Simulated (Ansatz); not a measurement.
Geometry relaxation, with input and output: SnNH7O2 (part 1 of 2)

SnNH7O2, computed with RKS B3LYP-D4/def2-SVP (Ansatz 0.2.0).

It belongs to a series of runs on one base structure; here: end point A relaxed.

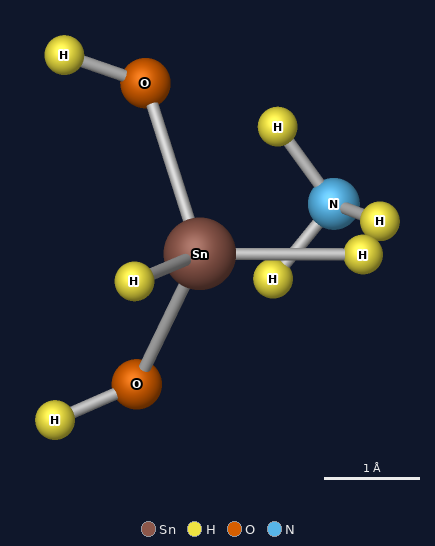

Figure 1. The starting structure (ball-and-stick view, seen at a tilt). Sticks mark near contacts.

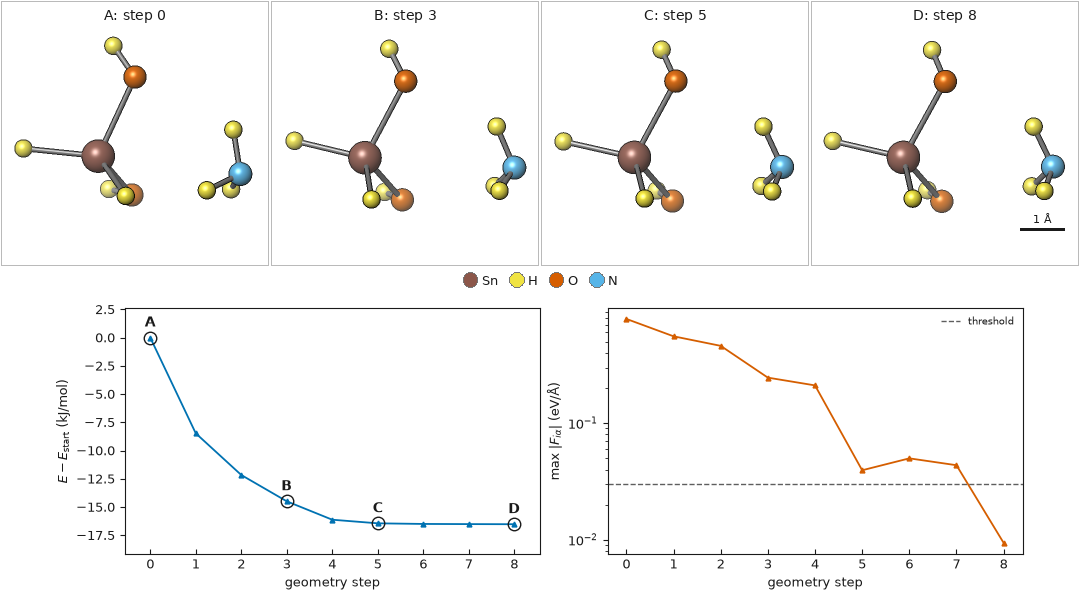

Figure 2. Frames of the relaxation (ball-and-stick view, seen at a tilt) above the curves, on which the letters mark them (the first geometry is step 0 here and step 1 in the log).

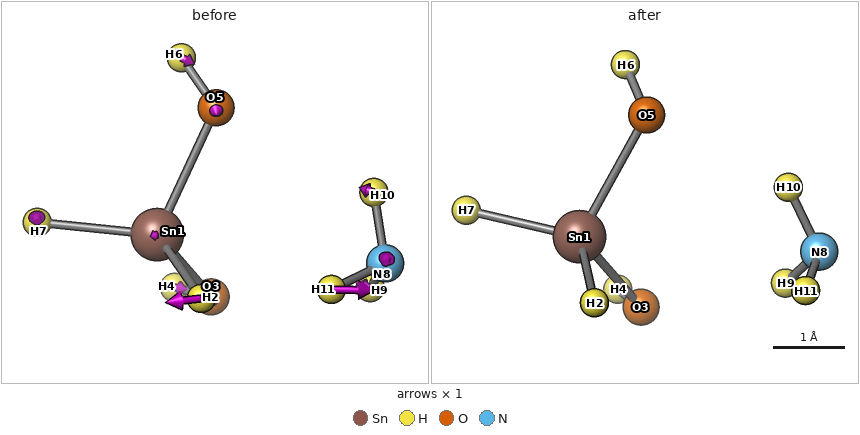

Figure 3. Before (left) and after (right) the relaxation, at one scale (ball-and-stick view, seen at a tilt). The pink arrows give the displacements, at true length. The largest move after the best rigid fit is that of H11, 0.63 Å. Largest moves by element: H 0.63 Å, N 0.30 Å, O 0.22 Å, Sn 0.12 Å. Distances before and after: Sn1–H2 1.730 → 1.700 Å, N8–H11 1.039 → 1.020 Å, Sn1–O3 1.996 → 2.002 Å. Among the angles that change: H9–N8–H11 104.9° → 107.4°. After 8 geometry steps the energy has fallen by 16.5 kJ/mol. Largest force component: 0.78 eV/Å at the start, 0.0094 eV/Å at the end. (Atoms are counted from 1 in the order of the input.)

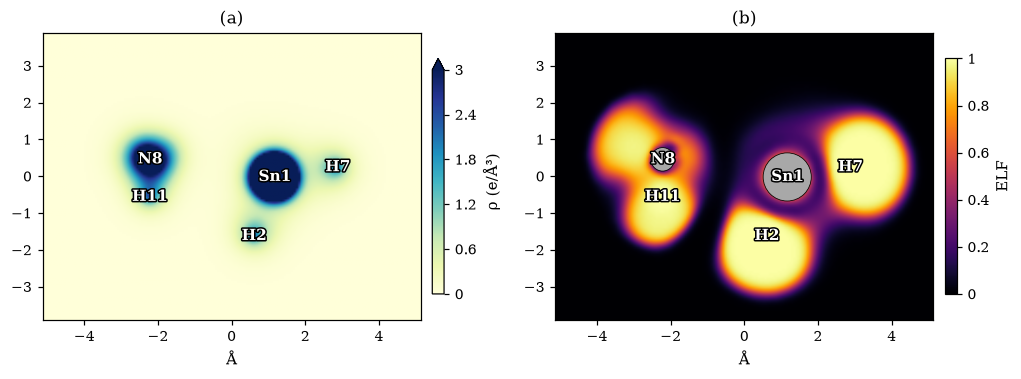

Figure 4. (a) electron density; (b) ELF on the plane of atoms H2, Sn1 and H7. Grey discs, where drawn, cover atomic cores. N–H (1.02 Å): ρ at the midpoint is about 2.7 e/Å³, with its minimum of 2.2 e/Å³ about 0.8 Å from N; the ELF climbs to about 1 towards the hydrogen, as it does in any bond to H; a covalent bond by its length. Sn–H (1.70 Å): ρ at the midpoint is about 1.2 e/Å³, with its minimum of 0.75 e/Å³ about 1.1 Å from Sn; the ELF climbs to about 1 towards the hydrogen.

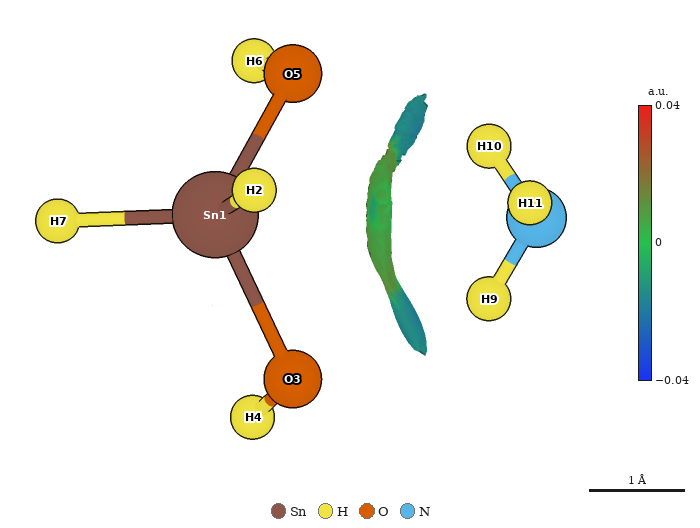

Figure 5. Non-covalent interaction (NCI) plot: the surface where the reduced density gradient is 0.5, for densities under 0.05 a.u., coloured by sign(λ₂)ρ; seen at a tilt.

The input that produced these results follows, with the program's output.

The input:
```yaml
crystal:
  periodic: [false, false, false]
  atoms:
    - { symbol: Sn, position_ang: [-0.13968, -0.268293, 0.151434] }
    - { symbol: H, position_ang: [-0.064815, -0.043889, 1.865457] }
    - { symbol: O, position_ang: [1.766763, -0.300127, -0.437448] }
    - { symbol: H, position_ang: [1.911868, -0.772376, -1.27069] }
    - { symbol: O, position_ang: [-0.978306, 1.406796, -0.536938] }
    - { symbol: H, position_ang: [-1.401934, 1.308632, -1.403827] }
    - { symbol: H, position_ang: [-0.965087, -1.63466, -0.502473] }
    - { symbol: "N", position_ang: [1.427716, 2.297439, 1.4994] }
    - { symbol: H, position_ang: [2.107234, 1.815711, 0.908791] }
    - { symbol: H, position_ang: [0.733337, 2.690007, 0.860253] }
    - { symbol: H, position_ang: [0.927404, 1.539759, 2.003541] }
basis:
  gaussian: { orbitals: def2-SVP }
hamiltonian:
  xc: b3lyp
  dispersion: d4
relax:
  f_tol: 0.03
  max_steps: 50
output:
  orbitals: {}
```

Launch command:
```bash
ansatz run input.yaml --threads 2 --pin off --max-ram 3072MiB --backend cpu --events-out ev --progress --plain --runs-dir out
```

What the program printed:
```
The last accepted step is kept in [file] (removed where the run ends without a failure and the disk answers)
Engine: ansatz 0.2.0, aarch64-unknown-linux-gnu
Functional definition: B3LYP
  parameter a0 = 0.2
  parameter ax = 0.72
  parameter ac = 0.81
  exchange = (1 - a0 - ax)*slater_x + ax*b88_x + a0*exact_x
  correlation = (1 - ac)*vwn_rpa_c + ac*lyp_c
1192 factors; integrals over basis functions are off by at most 3.8e-4 eV
mean field evaluation 1: about -11512.2718 eV, gradient 8.9e1 eV
mean field evaluation 2: about -11457.4902 eV, gradient 1.8e2 eV
mean field evaluation 4: about -11526.6991 eV, gradient 1.4e1 eV
mean field evaluation 8: about -11527.0813 eV, gradient 2.2e-1 eV
mean field evaluation 16: about -11527.0815 eV, gradient 1.4e-5 eV
mean field -11527.08145814 eV, -423.6124302501 hartree, gradient 1.4e-5 eV, S^2 0.000000; 0 other end points of the search recorded, 0 dependent functions left out
the calculation of the forces begins
reference -11527.08172813 eV, -423.6124401722 hartree; 26, 26 occupied and 77, 77 virtual orbitals, 1192 factors
relax step   1: F+E_penalty+E_count = -11527.38475429 eV  Δ(F+E_penalty+E_count) = +0.000e0 eV  max|allowed force component| = 7.838e-1 eV/Å  Δτ_max = 0.0000 Å  (28 SCF iters, accepted)
these checks for a lower state are left out or cut short: starts, cluster_reference, orbital_swaps, neighbouring_geometries, increment
1192 factors; integrals over basis functions are off by at most 4.2e-4 eV
mean field -11527.17497961 eV, -423.6158671007 hartree, gradient 1.4e-5 eV, S^2 0.000000; 0 other end points of the search recorded, 0 dependent functions left out
the calculation of the forces begins
reference -11527.17525289 eV, -423.6158771436 hartree; 26, 26 occupied and 77, 77 virtual orbitals, 1192 factors
relax step   2: F+E_penalty+E_count = -11527.47260482 eV  Δ(F+E_penalty+E_count) = -8.785e-2 eV  max|allowed force component| = 5.560e-1 eV/Å  Δτ_max = 0.1996 Å  (30 SCF iters, accepted)
these checks for a lower state are left out or cut short: starts, cluster_reference, orbital_swaps, neighbouring_geometries, increment
1192 factors; integrals over basis functions are off by at most 4.0e-4 eV
mean field -11527.21485506 eV, -423.6173324967 hartree, gradient 2.0e-5 eV, S^2 0.000000; 0 other end points of the search recorded, 0 dependent functions left out
the calculation of the forces begins
reference -11527.21512974 eV, -423.6173425909 hartree; 26, 26 occupied and 77, 77 virtual orbitals, 1192 factors
relax step   3: F+E_penalty+E_count = -11527.51084184 eV  Δ(F+E_penalty+E_count) = -3.824e-2 eV  max|allowed force component| = 4.603e-1 eV/Å  Δτ_max = 0.1839 Å  (29 SCF iters, accepted)
these checks for a lower state are left out or cut short: starts, cluster_reference, orbital_swaps, neighbouring_geometries, increment
1192 factors; integrals over basis functions are off by at most 4.0e-4 eV
mean field evaluation 32: about -11526.8225 eV, gradient 1.0e1 eV
mean field -11527.23625920 eV, -423.6181190841 hartree, gradient 1.1e-5 eV, S^2 0.000000; 0 other end points of the search recorded, 0 dependent functions left out
the calculation of the forces begins
reference -11527.23653143 eV, -423.6181290884 hartree; 26, 26 occupied and 77, 77 virtual orbitals, 1192 factors
relax step   4: F+E_penalty+E_count = -11527.53499863 eV  Δ(F+E_penalty+E_count) = -2.416e-2 eV  max|allowed force component| = 2.457e-1 eV/Å  Δτ_max = 0.2000 Å  (29 SCF iters, accepted)
these checks for a lower state are left out or cut short: starts, cluster_reference, orbital_swaps, neighbouring_geometries, increment
1192 factors; integrals over basis functions are off by at most 4.0e-4 eV
mean field -11527.24866144 eV, -423.6185748580 hartree, gradient 8.9e-6 eV, S^2 0.000000; 0 other end points of the search recorded, 0 dependent functions left out
the calculation of the forces begins
reference -11527.24893190 eV, -423.6185847973 hartree; 26, 26 occupied and 77, 77 virtual orbitals, 1192 factors
relax step   5: F+E_penalty+E_count = -11527.55188817 eV  Δ(F+E_penalty+E_count) = -1.689e-2 eV  max|allowed force component| = 2.108e-1 eV/Å  Δτ_max = 0.0855 Å  (29 SCF iters, accepted)
these checks for a lower state are left out or cut short: starts, cluster_reference, orbital_swaps, neighbouring_geometries, increment
1192 factors; integrals over basis functions are off by at most 4.1e-4 eV
mean field -11527.25362128 eV, -423.6187571288 hartree, gradient 2.6e-5 eV, S^2 0.000000; 0 other end points of the search recorded, 0 dependent functions left out
the calculation of the forces begins
reference -11527.25389247 eV, -423.6187670951 hartree; 26, 26 occupied and 77, 77 virtual orbitals, 1192 factors
relax step   6: F+E_penalty+E_count = -11527.55519804 eV  Δ(F+E_penalty+E_count) = -3.310e-3 eV  max|allowed force component| = 3.940e-2 eV/Å  Δτ_max = 0.0614 Å  (29 SCF iters, accepted)
these checks for a lower state are left out or cut short: starts, cluster_reference, orbital_swaps, neighbouring_geometries, increment
1192 factors; integrals over basis functions are off by at most 4.0e-4 eV
mean field -11527.25560473 eV, -423.6188300195 hartree, gradient 2.5e-5 eV, S^2 0.000000; 0 other end points of the search recorded, 0 dependent functions left out
the calculation of the forces begins
reference -11527.25587644 eV, -423.6188400045 hartree; 26, 26 occupied and 77, 77 virtual orbitals, 1192 factors
relax step   7: F+E_penalty+E_count = -11527.55576886 eV  Δ(F+E_penalty+E_count) = -5.708e-4 eV  max|allowed force component| = 4.986e-2 eV/Å  Δτ_max = 0.0439 Å  (30 SCF iters, accepted)
these checks for a lower state are left out or cut short: starts, cluster_reference, orbital_swaps, neighbouring_geometries, increment
1192 factors; integrals over basis functions are off by at most 4.1e-4 eV
mean field evaluation 64: about -11527.2564 eV, gradient 9.4e-6 eV
mean field -11527.25636907 eV, -423.6188581084 hartree, gradient 9.4e-6 eV, S^2 0.000000; 0 other end points of the search recorded, 0 dependent functions left out
the calculation of the forces begins
reference -11527.25664095 eV, -423.6188680998 hartree; 26, 26 occupied and 77, 77 virtual orbitals, 1192 factors
```
